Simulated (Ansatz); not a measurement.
Cost and result by functional for the adsorption energy of NH3 on the 1x1 (10-10) surface of wurtzite GaN (cut with top plane Ga + N), one in a 2x1 cell, started at the site 'top Ga', in Ansatz (plane waves, PAW). Single points on the PBE structure, on one kind of machine; costs are rough ratios of the slab run's core time (references not counted) to the cheapest single point. r2SCAN's cost holds its higher cutoff (500 against 420 eV). Differences are taken against HSE06 for comparison alone: no measured value is at hand, so the table doesn't rank accuracy. HSE06 ran on a coarser k-mesh, which lowers its cost and may carry part of its shift.

Host crystal: wurtzite GaN, with a band gap (PBE, scalar-relativistic without spin-orbit coupling).

Slab: 36 atoms, 9.3 Å thick at the start under the adsorbate (thin: gaps and levels are the slab's own); k 3x4x1, smearing 0.01 eV, dipole-corrected; 16 atoms held, the rest relaxed; no symmetry held; no spin, no spin-orbit, no U, no dispersion correction. At the end it is bonded to Ga. In PBE it is, or lies within 0.03 eV of, the lowest of the starts that converged. These notes are the PBE run's. Adsorption energies are against NH3(g). A negative adsorption energy means that the adsorbate is more stable on the surface than in its reference.

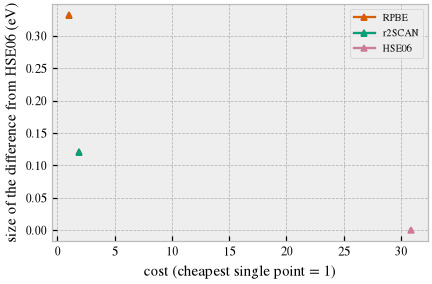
Figure: Difference from HSE06 against cost

| functional | relative cost | adsorption energy (eV) | less HSE06 (eV) |
|---|---|---|---|
| RPBE | 1 | -0.94 | 0.33 |
| r2SCAN | 2 | -1.39 | -0.12 |
| HSE06 | 30 | -1.27 | 0.00 |
| PBE (the relaxed run's value) | – | -1.21 | 0.06 |

The values span 0.45 eV, while the single points' costs differ by a factor of roughly 30. Differences are of unrounded values.

Ansatz is a first-principles code.
